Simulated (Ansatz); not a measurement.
**SVWN5/def2-SVP run of GaSiH4F (SMILES [F][GaH][SiH3])**

Aim: the electronic atomisation energy of GaSiH4F at SVWN5/def2-SVP, from 5 runs. 

Program for the calculation: Ansatz 0.2.0.

64 further runs of the same task are left out: 64 set aside as unsound or not needed.

## 1. The structure to begin with

GaSiH4F has 7 atoms, charge 0, and is taken as a singlet. SMILES: `[F][GaH][SiH3]`. Geometry: relaxed at PBE0-D4/def2-TZVP.

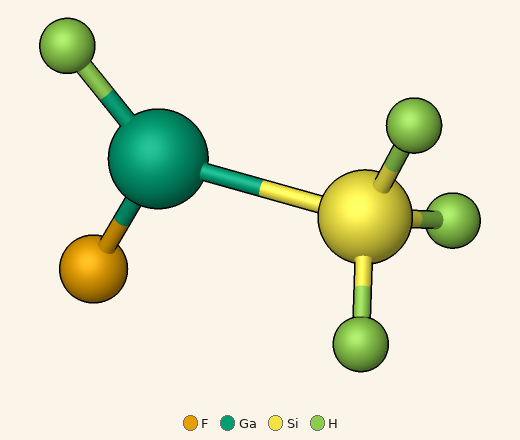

The structure, seen from a chosen angle (fluorine amber, gallium teal, silicon yellow, hydrogen green).

## 2. The energy at SVWN5/def2-SVP

Input file molecule.yaml:

```yaml
crystal:
  periodic: [false, false, false]
  atoms:
    - {symbol: F, position_ang: [0.231600, -2.152100, 1.342200]}
    - {symbol: Ga, position_ang: [0.019100, -0.400000, 1.279300]}
    - {symbol: Si, position_ang: [-0.029700, 0.450800, -0.970800]}
    - {symbol: H, position_ang: [-0.096900, 0.235400, 2.704700]}
    - {symbol: H, position_ang: [-1.196100, -0.125700, -1.691600]}
    - {symbol: H, position_ang: [-0.144400, 1.933400, -0.983000]}
    - {symbol: H, position_ang: [1.216400, 0.058100, -1.680800]}
basis:
  gaussian: {orbitals: def2-SVP}
hamiltonian: {xc: {name: SVWN5}}
accuracy: high
output: {orbitals: {seedname: orbitals}}
```

The run is started by

```console
ansatz run molecule.yaml --threads 1 --pin off --max-ram 3480MiB --events-out events.jsonl --progress --plain --runs-dir runs
```

Log:

```text
Warning: RAYON_NUM_THREADS=1 ignored (pool sized by the plan → 1); use --threads N
Functional definition: SVWN5
  name "SVWN5"
  exchange = slater_x
  correlation = vwn5_c
1714 factors; integrals over basis functions are off by at most 6.6e-9 eV
mean field evaluation 1: about -62891.5358 eV, gradient 4.8e1 eV
mean field evaluation 2: about -62853.1895 eV, gradient 1.6e2 eV
mean field evaluation 4: about -62895.0624 eV, gradient 8.9e0 eV
mean field evaluation 8: about -62895.1529 eV, gradient 5.6e-1 eV
mean field evaluation 16: about -62895.1535 eV, gradient 3.1e-5 eV
mean field -62895.15354162 eV, -2311.3542607883 hartree, gradient 6.1e-8 eV, S^2 0.000000; 0 other end points of the search recorded, 0 dependent functions left out
reference -62895.15354538 eV, -2311.3542609264 hartree; 29, 29 occupied and 55, 55 virtual orbitals, 1714 factors
Total energy: -62895.15354538 eV, -2311.3542609264 hartree
```

Run time: 3.9 s. Hardware: 1 thread of Arm Neoverse V1, shared host; peak memory 0.19 GiB.

## 3. The F atom, same level

Input file input.yaml:

```yaml
crystal:
  periodic: [false, false, false]
  atoms:
    - {symbol: F, position_ang: [0.000000, 0.000000, 0.000000]}
basis:
  gaussian:
    orbitals: def2-SVP
magnetization:
  spin_polarized: true
  initial_magnetization: 1
hamiltonian:
  xc: {name: SVWN5}
accuracy: high
```

Run the same way, it converges to -98.97687 Eh (log not shown).

## 4. The Ga atom, same level

Input file input.yaml:

```yaml
crystal:
  periodic: [false, false, false]
  atoms:
    - {symbol: Ga, position_ang: [0.000000, 0.000000, 0.000000]}
basis:
  gaussian:
    orbitals: def2-SVP
magnetization:
  spin_polarized: true
  initial_magnetization: 1
accuracy: high
total_charge: 0
hamiltonian:
  xc: {name: SVWN5}
```

Run the same way, it converges to -1921.53312 Eh (log not shown).

## 5. The H atom at the same level

Input file molecule.yaml:

```yaml
crystal:
  periodic: [false, false, false]
  atoms:
    - {symbol: H, position_ang: [0.000000, 0.000000, 0.000000]}
basis:
  gaussian:
    orbitals: def2-SVP
magnetization:
  spin_polarized: true
  initial_magnetization: 1
hamiltonian:
  xc: {name: SVWN5}
accuracy: high
```

Run the same way, it converges to -0.47747 Eh (log not shown).

## 6. The Si atom, same level

Input file job.yaml:

```yaml
crystal:
  periodic: [false, false, false]
  atoms:
    - symbol: Si
      position_ang: [0.000000, 0.000000, 0.000000]
basis:
  gaussian:
    orbitals: def2-SVP
magnetization:
  spin_polarized: true
  initial_magnetization: 2
hamiltonian:
  xc: {name: SVWN5}
accuracy: high
```

Run the same way, it converges to -288.10749 Eh (log not shown).

## 7. What came out

Level: SVWN5/def2-SVP.

| quantity | value |
| --- | --- |
| molecule: total energy | -2311.35426 Eh |
| molecule: HOMO energy | -6.86 eV |
| molecule: LUMO energy | -2.83 eV |
| molecule: HOMO–LUMO gap | 4.03 eV |
| F atom: total energy | -98.97687 Eh |
| F atom: ⟨S²⟩ | 0.751 |
| Ga atom: total energy | -1921.53312 Eh |
| Ga atom: ⟨S²⟩ | 0.751 |
| H atom: total energy | -0.47747 Eh |
| H atom: ⟨S²⟩ | 0.750 |
| Si atom: total energy | -288.10749 Eh |
| Si atom: ⟨S²⟩ | 2.001 |
| electronic atomisation energy | 22.501 eV |

Taking the molecule apart into free atoms costs 22.50 eV (519 kcal/mol), before zero-point energy and without spin-orbit coupling.
